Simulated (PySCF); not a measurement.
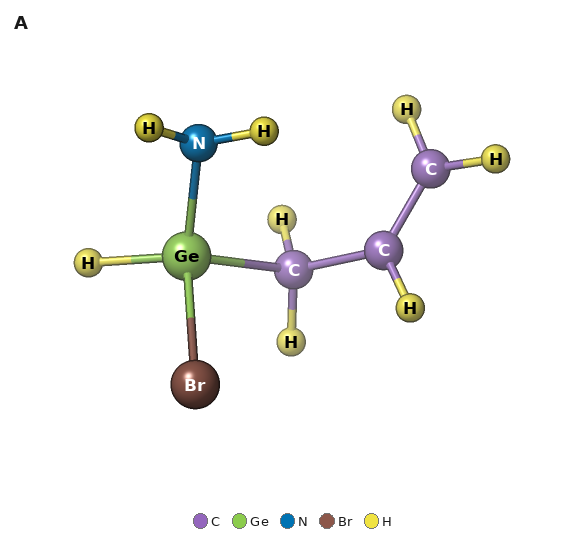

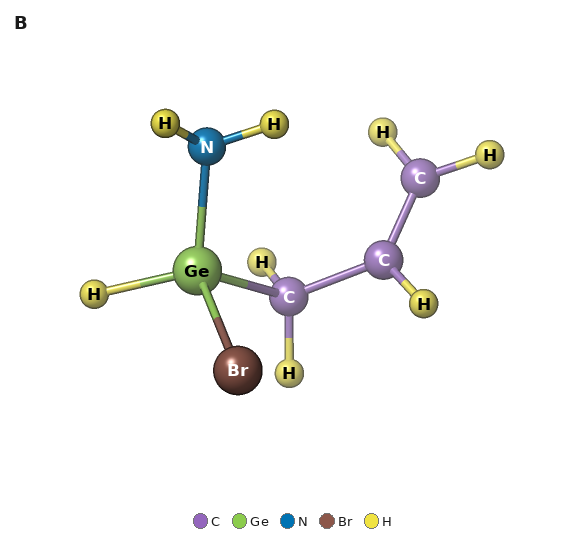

Atoms fade into the background with distance from the viewer. Computed geometry: PBE0-D3(BJ)/def2-SVP optimisation. No frequency run is at hand to confirm it as a minimum.

How are A and B related: the same structure turned, mirror images, conformers, diastereomers or constitutional isomers?

Answer. They are the same structure, C3H8BrGeN (C=C[CH2][Ge@H]([NH2])[Br]), seen from two directions: a rotation takes one into the other. The geometry is chiral (C1), so its mirror image would differ.
